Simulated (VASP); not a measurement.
# A VASP study of CoNiP (PBEsol + U): structure first, properties next, part 8 of 8

Aim: relax CoNiP, then compute properties on the relaxed cell. The start is a computed cell from the Materials Project.

VASP 6.6.1; PBEsol, DFT+U (Co d 3 eV, Ni d 5 eV), spin-polarised from a ferromagnetic start; plane waves and PAW (Co, Ni, P).

Still holding for the runs below: A U on the itinerant d states of such a compound is hard to justify; it moves the bands at the Fermi level.

So far. Step 6 (Total and projected DOS (PBEsol + U)): The finer mesh and the other smearing move the Fermi level by -0.02 eV from the 5×5×7 run, a small shift, which tests the Fermi level alone. Of the states within 0.3 eV of the Fermi level, the largest shares in the PAW spheres are Co d 49 %, Ni d 28 % and P p 6 %. The rest lies in smaller channels or between the spheres. The relaxed cell has a = 5.664, c = 3.206 Å (conventional setting).

**8. Optical spectrum (PBEsol + U)**

LOPTICS sums transitions from filled to empty bands. The mesh is finer than in the run before. NBANDS is raised for it.

INCAR reads:

```
SYSTEM = CoNiP
PREC = Accurate
ENCUT = 400
EDIFF = 1E-06
NELM = 100
ISMEAR = 0
SIGMA = 0.05
LREAL = .FALSE.
ALGO = Normal
GGA = PS
NBANDS = 108
ISPIN = 2
MAGMOM = 2 2 2 1 1 1 0 0 0
LDAU = .TRUE.
LDAUTYPE = 2
LDAUL = 2 2 -1
LDAUU = 3 5 0
LDAUJ = 0 0 0
LDAUPRINT = 1
LASPH = .TRUE.
LMAXMIX = 4
LORBIT = 11
LWAVE = .FALSE.
LCHARG = .FALSE.
KPAR = 8
LOPTICS = .TRUE.
NEDOS = 1500
CSHIFT = 0.1
```

POSCAR reads:

```
CoNiP
1.0
    5.6636925259      0.0000000000      0.0000000000
   -2.8318462629      4.9049016066      0.0000000000
    0.0000000000      0.0000000000      3.2057148945
Co Ni P
3 3 3
Direct
    0.0000000000      0.7384148471      0.0000000000
    0.2615851529      0.2615851529      0.0000000000
    0.7384148471      0.0000000000      0.0000000000
    0.0000000000      0.3958656234      0.5000000000
    0.6041343766      0.6041343766      0.5000000000
    0.3958656234      0.0000000000      0.5000000000
    0.3333333300      0.6666666700      0.0000000000
    0.6666666700      0.3333333300      0.0000000000
    0.0000000000      0.0000000000      0.5000000000
```

KPOINTS reads:

```
Automatic mesh
0
Gamma
7 7 10
0 0 0
```

PAW data sets: Co, Ni and P (PBE family, release 64).

On the command line:

```bash
$ mpirun -np 8 vasp_std
```

The log of the run:

```text
[... set-up lines as in an earlier step ...]
 entering main loop
       N       E                     dE             d eps       ncg     rms          rms(c)
DAV:   1     0.531877647598E+03    0.53188E+03   -0.17007E+04 21020   0.724E+02
DAV:   2     0.307840410506E+02   -0.50109E+03   -0.43355E+03 20740   0.197E+02
DAV:   3    -0.484418540874E+02   -0.79226E+02   -0.71394E+02 23016   0.813E+01
DAV:   4    -0.515886474659E+02   -0.31468E+01   -0.31169E+01 23432   0.172E+01
DAV:   5    -0.516435133141E+02   -0.54866E-01   -0.54832E-01 30896   0.184E+00    0.379E+01
DAV:   6    -0.554665950539E+02   -0.38231E+01   -0.11971E+01 27632   0.510E+01    0.271E+01
DAV:   7    -0.518143835501E+02    0.36522E+01   -0.13082E+01 26624   0.664E+01    0.230E+01
DAV:   8    -0.488210871362E+02    0.29933E+01   -0.37421E+00 25408   0.347E+01    0.862E+00
DAV:   9    -0.485946162067E+02    0.22647E+00   -0.91418E-01 29312   0.118E+01    0.313E+00
DAV:  10    -0.486313457301E+02   -0.36730E-01   -0.35220E-01 27144   0.391E+00    0.168E+00
DAV:  11    -0.486449621716E+02   -0.13616E-01   -0.56171E-02 25088   0.980E-01    0.808E-01
DAV:  12    -0.486498056420E+02   -0.48435E-02   -0.62488E-03 25376   0.329E-01    0.384E-01
DAV:  13    -0.486509229850E+02   -0.11173E-02   -0.22464E-03 23552   0.216E-01    0.181E-01
DAV:  14    -0.486510837486E+02   -0.16076E-03   -0.56721E-04 25064   0.113E-01    0.545E-02
DAV:  15    -0.486511129036E+02   -0.29155E-04   -0.94219E-05 23768   0.417E-02    0.207E-02
DAV:  16    -0.486511185611E+02   -0.56575E-05   -0.15588E-05 24416   0.144E-02    0.975E-03
DAV:  17    -0.486511195082E+02   -0.94707E-06   -0.37953E-06 20824   0.607E-03
   1 F= -.48651120E+02 E0= -.48649823E+02  d E =-.259396E-02  mag=    -0.0003
 optical routines
 imaginary and real dielectric function
 recalculating local potential from charge density
 direction            1
 direction            2
 direction            3
```

Run time: 2 min. Hardware: 8 MPI ranks of Intel Xeon Platinum 8259CL at 2.50GHz (Skylake/Cascade Lake), shared host; peak memory 7.8 GiB.

Parts of OUTCAR (step 8):

```text
   k-points           NKPTS =     48   k-points in BZ     NKDIM =     48   number of bands    NBANDS=    108

   NELECT =      72.0000    total number of electrons

atom =   1  type =  1  l = 2

 onsite density matrix

spin component  1

  0.8046  0.0000  0.0156 -0.0000  0.0572
  0.0000  0.7664  0.0000  0.0085  0.0000
  0.0156  0.0000  0.8299  0.0000  0.0090
 -0.0000  0.0085  0.0000  0.7763 -0.0000
  0.0572  0.0000  0.0090 -0.0000  0.7385

spin component  2

  0.8046  0.0000  0.0156 -0.0000  0.0572
  0.0000  0.7664  0.0000  0.0086  0.0000
  0.0156  0.0000  0.8299  0.0000  0.0090
 -0.0000  0.0086  0.0000  0.7763 -0.0000
  0.0572  0.0000  0.0090 -0.0000  0.7385

 occupancies and eigenvectors

  o =  0.7055  v = -0.5000 -0.0000  0.0000  0.0000  0.8660  0.0000  0.0000  0.0000  0.0000  0.0000      0.0000  0.0000  0.0000  0.0000  0.0000  0.0000  0.0000  0.0000  0.0000  0.0000
  o =  0.7055  v =  0.0000  0.0000  0.0000  0.0000  0.0000 -0.5000  0.0000  0.0000 -0.0000  0.8660      0.0000  0.0000  0.0000  0.0000  0.0000  0.0000  0.0000  0.0000  0.0000  0.0000
  o =  0.7615  v = -0.0000  0.8660  0.0000 -0.5000 -0.0000  0.0000  0.0000  0.0000  0.0000  0.0000      0.0000  0.0000  0.0000  0.0000  0.0000  0.0000  0.0000  0.0000  0.0000  0.0000
  o =  0.7615  v =  0.0000  0.0000  0.0000  0.0000  0.0000  0.0000  0.8660 -0.0000 -0.5000 -0.0000      0.0000  0.0000  0.0000  0.0000  0.0000  0.0000  0.0000  0.0000  0.0000  0.0000
  o =  0.7812  v =  0.0000 -0.5000 -0.0000 -0.8660 -0.0000  0.0000  0.0000  0.0000  0.0000  0.0000      0.0000  0.0000  0.0000  0.0000  0.0000  0.0000  0.0000  0.0000  0.0000  0.0000
  o =  0.7813  v =  0.0000  0.0000  0.0000  0.0000  0.0000 -0.0000 -0.5000  0.0000 -0.8660  0.0000      0.0000  0.0000  0.0000  0.0000  0.0000  0.0000  0.0000  0.0000  0.0000  0.0000
  o =  0.8153  v =  0.5446  0.0000 -0.7775 -0.0000  0.3144  0.0000  0.0000  0.0000  0.0000  0.0000      0.0000  0.0000  0.0000  0.0000  0.0000  0.0000  0.0000  0.0000  0.0000  0.0000
  o =  0.8154  v =  0.0000  0.0000  0.0000  0.0000  0.0000  0.5447 -0.0000 -0.7775  0.0000  0.3145      0.0000  0.0000  0.0000  0.0000  0.0000  0.0000  0.0000  0.0000  0.0000  0.0000
  o =  0.8522  v = -0.6733  0.0000 -0.6289 -0.0000 -0.3887  0.0000  0.0000  0.0000  0.0000  0.0000      0.0000  0.0000  0.0000  0.0000  0.0000  0.0000  0.0000  0.0000  0.0000  0.0000
  o =  0.8522  v =  0.0000  0.0000  0.0000  0.0000  0.0000 -0.6733 -0.0000 -0.6289  0.0000 -0.3887      0.0000  0.0000  0.0000  0.0000  0.0000  0.0000  0.0000  0.0000  0.0000  0.0000

atom =   2  type =  1  l = 2

 onsite density matrix

spin component  1

  0.8046  0.0000 -0.0156 -0.0000 -0.0572
  0.0000  0.7664 -0.0000 -0.0085 -0.0000
 -0.0156 -0.0000  0.8299  0.0000  0.0090
 -0.0000 -0.0085  0.0000  0.7763 -0.0000
 -0.0572 -0.0000  0.0090 -0.0000  0.7385

spin component  2

  0.8046  0.0000 -0.0156 -0.0000 -0.0572
  0.0000  0.7664 -0.0000 -0.0086 -0.0000
 -0.0156 -0.0000  0.8299  0.0000  0.0090
 -0.0000 -0.0086  0.0000  0.7763 -0.0000
 -0.0572 -0.0000  0.0090 -0.0000  0.7385

 occupancies and eigenvectors

  o =  0.7055  v =  0.5000 -0.0000  0.0000 -0.0000  0.8660  0.0000  0.0000  0.0000  0.0000  0.0000      0.0000  0.0000  0.0000  0.0000  0.0000  0.0000  0.0000  0.0000  0.0000  0.0000
  o =  0.7055  v =  0.0000  0.0000  0.0000  0.0000  0.0000 -0.5000 -0.0000 -0.0000 -0.0000 -0.8660      0.0000  0.0000  0.0000  0.0000  0.0000  0.0000  0.0000  0.0000  0.0000  0.0000
  o =  0.7615  v = -0.0000 -0.8660 -0.0000 -0.5000 -0.0000  0.0000  0.0000  0.0000  0.0000  0.0000      0.0000  0.0000  0.0000  0.0000  0.0000  0.0000  0.0000  0.0000  0.0000  0.0000
  o =  0.7615  v =  0.0000  0.0000  0.0000  0.0000  0.0000  0.0000 -0.8660 -0.0000 -0.5000  0.0000      0.0000  0.0000  0.0000  0.0000  0.0000  0.0000  0.0000  0.0000  0.0000  0.0000
  o =  0.7812  v =  0.0000  0.5000  0.0000 -0.8660  0.0000  0.0000  0.0000  0.0000  0.0000  0.0000      0.0000  0.0000  0.0000  0.0000  0.0000  0.0000  0.0000  0.0000  0.0000  0.0000
[...]
o =  0.8374  v =  0.0000  0.0000  0.0000  0.0000  0.0000  0.0000  1.0000 -0.0000  0.0000 -0.0000      0.0000  0.0000  0.0000  0.0000  0.0000  0.0000  0.0000  0.0000  0.0000  0.0000
  o =  0.8946  v =  0.0000  0.0000  0.0000  0.0000  0.0000  0.0000 -0.0000  0.2217  0.0000 -0.9751      0.0000  0.0000  0.0000  0.0000  0.0000  0.0000  0.0000  0.0000  0.0000  0.0000
  o =  0.8947  v =  0.0000 -0.0000  0.2217  0.0000 -0.9751  0.0000  0.0000  0.0000  0.0000  0.0000      0.0000  0.0000  0.0000  0.0000  0.0000  0.0000  0.0000  0.0000  0.0000  0.0000
  o =  0.9093  v = -1.0000  0.0000 -0.0000  0.0000 -0.0000  0.0000  0.0000  0.0000  0.0000  0.0000      0.0000  0.0000  0.0000  0.0000  0.0000  0.0000  0.0000  0.0000  0.0000  0.0000
  o =  0.9093  v =  0.0000  0.0000  0.0000  0.0000  0.0000 -1.0000  0.0000 -0.0000  0.0000 -0.0000      0.0000  0.0000  0.0000  0.0000  0.0000  0.0000  0.0000  0.0000  0.0000  0.0000
  o =  0.9462  v =  0.0000  0.0000  0.0000  0.0000  0.0000  0.0000 -0.0000 -0.9751 -0.0000 -0.2217      0.0000  0.0000  0.0000  0.0000  0.0000  0.0000  0.0000  0.0000  0.0000  0.0000
  o =  0.9462  v =  0.0000  0.0000 -0.9751 -0.0000 -0.2217  0.0000  0.0000  0.0000  0.0000  0.0000      0.0000  0.0000  0.0000  0.0000  0.0000  0.0000  0.0000  0.0000  0.0000  0.0000

 E-fermi :  11.8875

 spin component 1
 k-point     1 :       0.0000    0.0000    0.0000
  band No.  band energies     occupation
    ...
     34      11.2162      1.00000
     35      11.2472      1.00000
     36      11.2472      1.00000
     37      11.4476      1.00000
     38      11.7381      0.99999
     39      15.8988      0.00000
     40      15.9573      0.00000
     41      15.9573      0.00000
     42      16.4057      0.00000
     43      17.4527      0.00000
    ...

 k-point     2 :       0.1429   -0.0000    0.0000
  band No.  band energies     occupation
    ...
     33      11.0030      1.00000
     34      11.1982      1.00000
     35      11.2353      1.00000
     36      11.4547      1.00000
     37      11.8839      0.54066
     38      11.9613      0.01852
     39      15.3895      0.00000
     40      15.6511      0.00000
     41      15.7664      0.00000
     42      16.3135      0.00000
    ...

  Total        0.0520882      0.0520882      0.2601737      0.0000000      0.0000000      0.0000000
  in kB        0.9371188      0.9371188      4.6807888      0.0000000      0.0000000      0.0000000
  external PRESSURE =       2.1850088 kB  Pullay stress =       0.0000000 kB

 POSITION                                       TOTAL-FORCE (eV/Angst)
 -----------------------------------------------------------------------------------
     -2.09108      3.62185      0.00000         0.007339     -0.012711      0.000000
      0.74077      1.28305      0.00000         0.007339      0.012711      0.000000
      4.18215      0.00000      0.00000        -0.014678      0.000000      0.000000
     -1.12103      1.94168      1.60286        -0.007351      0.012733      0.000000
      1.71082      2.96322      1.60286        -0.007351     -0.012733     -0.000000
      2.24206      0.00000      1.60286         0.014703      0.000000      0.000000
     -0.00000      3.26993      0.00000        -0.000000      0.000000      0.000000
      2.83185      1.63497      0.00000        -0.000000      0.000000      0.000000
      0.00000      0.00000      1.60286        -0.000000      0.000000      0.000000
 -----------------------------------------------------------------------------------
    total drift:                               -0.000006     -0.000010      0.000000

  FREE ENERGIE OF THE ION-ELECTRON SYSTEM (eV)
  ---------------------------------------------------
  free  energy   TOTEN  =       -48.6511195082 eV

  energy  without entropy=      -48.6485255446  energy(sigma->0) =      -48.64982253

 plasma frequency squared (from intraband transitions) (eV^2)
  --------------------------------------------------------------------------------------
       7.707       0.000       0.000
       0.000       7.707      -0.000
      -0.000      -0.000       2.865

 magnetization (x)
# of ion       s       p       d       tot
------------------------------------------
    1       -0.000   0.000  -0.000  -0.000
    2       -0.000   0.000  -0.000  -0.000
    3       -0.000   0.000  -0.000  -0.000
    4        0.000   0.000  -0.000  -0.000
    5        0.000   0.000  -0.000  -0.000
    6        0.000   0.000  -0.000  -0.000
    7        0.000   0.000   0.000   0.000
    8        0.000   0.000   0.000   0.000
    9        0.000  -0.000   0.000   0.000
--------------------------------------------------
tot          0.000   0.000  -0.000  -0.000

[... 7 parts as in an earlier step ...]

[... 14 further parts left out ...]
```

These are independent-particle spectra without excitons or local fields, and fine structure depends on the mesh and on CSHIFT. The intraband (Drude) part is not in this spectrum.

Numbers from this step:

| Item | Value |
| --- | --- |
| SCF cycles | 17 |
| bands | 108 |
| irreducible k-points | 48 |
| free energy (TOTEN) | -48.65 eV |
| energy at zero smearing | -48.65 eV |
| Fermi energy | 11.89 eV |
| pressure | 0.2185 GPa |

The imaginary dielectric function has structure finer than the step of the table below, so its rows give means over 2 eV, whole bins alone (the curve runs from 0 to 25.0 eV). Peaks (eV: height): xx 0.2: 25.4, 1.3: 33.9; zz 0.7: 36.9, 1.3: 39.0, 2.2: 21.0.

Table of imaginary dielectric function by photon energy; means over each step:

```tsv
photon energy (eV)	xx	zz
2	25.5	21.6
4	11.4	9.64
6	7.03	6.64
8	5.71	5.99
10	5.48	5.41
12	4.56	4.90
14	2.74	2.64
16	1.61	1.51
18	1.16	1.05
20	0.793	0.865
22	0.679	0.761
```

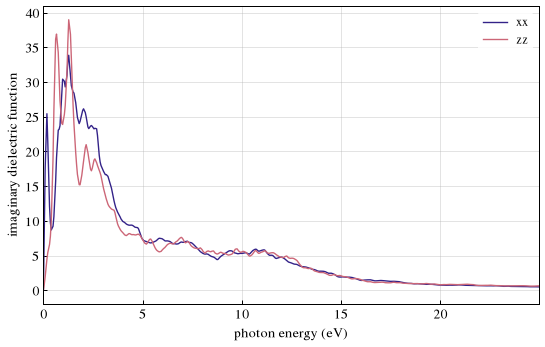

Imaginary dielectric function against photon energy.

The real dielectric function by photon energy:

```tsv
photon energy (eV)	xx	zz
0	67.7	46.1
1	32.5	25.7
2	11.2	11.0
3	0.0792	0.0566
4	-0.573	0.636
5	-0.315	0.919
6	0.898	2.48
7	0.730	1.15
8	-0.384	0.265
9	0.978	0.589
10	0.235	0.269
11	-0.622	-0.145
12	-1.55	-1.32
13	-1.84	-2.41
14	-1.74	-1.81
15	-1.55	-1.59
16	-1.30	-1.44
17	-0.956	-0.851
18	-0.963	-0.682
19	-0.687	-0.464
20	-0.485	-0.322
21	-0.313	-0.168
22	-0.224	-0.152
23	-0.170	-0.0903
24	-0.0446	0.0146
```

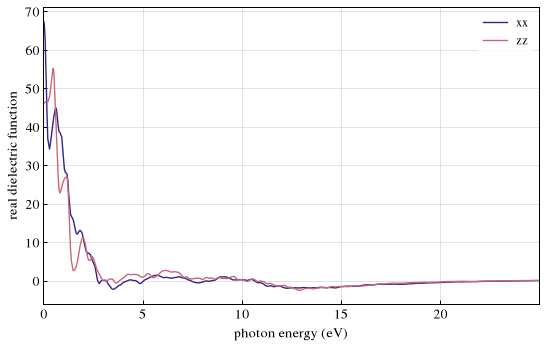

Real dielectric function, plotted against photon energy.

**9. Results**

| Item | Value |
| --- | --- |
| relaxed volume | 9.895 Å³/atom |
| relaxed conventional cell a, b, c | 5.664, 5.664, 3.206 Å; angles 90.0, 90.0, 120.0° |
| space group after relaxing, within 0.02 Å | P-62m (No. 189) |
| moment of the cell (7×7×10 mesh) | 0 μB |
| band gap | none, a metal |
| DOS at the Fermi level | 1.96 states/eV/cell |
| shallowest level of the frozen cores | Co1 3p, 57.4 eV deep |

**Reading.** With PBEsol + U, CoNiP relaxes to 9.895 Å³/atom in space group P-62m, comes out as a metal and loses the moments it was started with. Band structure (PBEsol + U): Of the bands kept, 3 cross the Fermi level on this path. Only the typed magnetic starts were tried, so the magnetic ground state may differ and with it the other results. In such a metal, moments, volume and the states at the Fermi level hinge on the chosen U. No search among competing phases was made, and a listed structure need not be the one stable at ambient conditions. All values are for a static lattice at zero temperature.

[Lines on the potential files, build, host, timing and source positions are cut from VASP's logs without a mark.]

[Logs are printed without paths, hosts, clocks, repeated set-up lines and the standing remarks that a program may print on its own settings, such as how far it seeks lower states.]

[Hosts, paths, dates, database ids (printed as entryN), source tags and the programs' standing remarks are cut or masked in the printed files.]

[A measured line is paired with the nearest computed mode of its activity, which favours agreement.]
